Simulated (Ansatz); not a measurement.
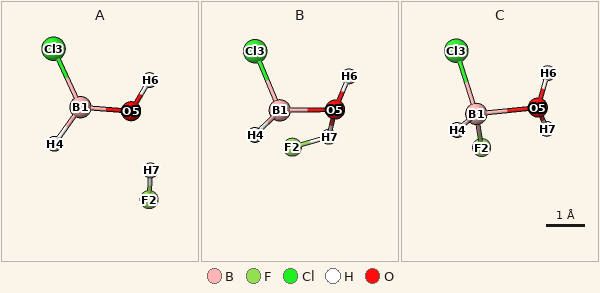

3 geometries from a converged minimum-energy path of BH₃OClF, shuffled. A ball-and-stick model, seen face on.

All numbers below come from Ansatz 0.2.0, RKS PBE0/def2-SVP. Set-up: 9 movable images; climbing image; force threshold 0.05 eV/Å; iteration limit 60; starting path through a guess of the saddle point.

> Which of them lies highest in energy?

B. In order along the path, whose images run from 0 to 10: C (image 1, +7.4 kJ/mol), B (image 3, +92.4 kJ/mol), A (image 8, +40.0 kJ/mol). Breaking: B1–F2 (1.36 → 1.65 at the top → 3.31 Å), O5–H7 (0.97 → 1.29 at the top → 1.75 Å). Forming: F2–H7 (2.25 → 1.10 at the top → 0.93 Å).

Cost: 6.6 min on 1 thread of Intel(R) Xeon(R) Platinum 8259CL CPU @ 2.50GHz (Skylake/Cascade Lake) (shared host), peak memory 0.19 GiB.
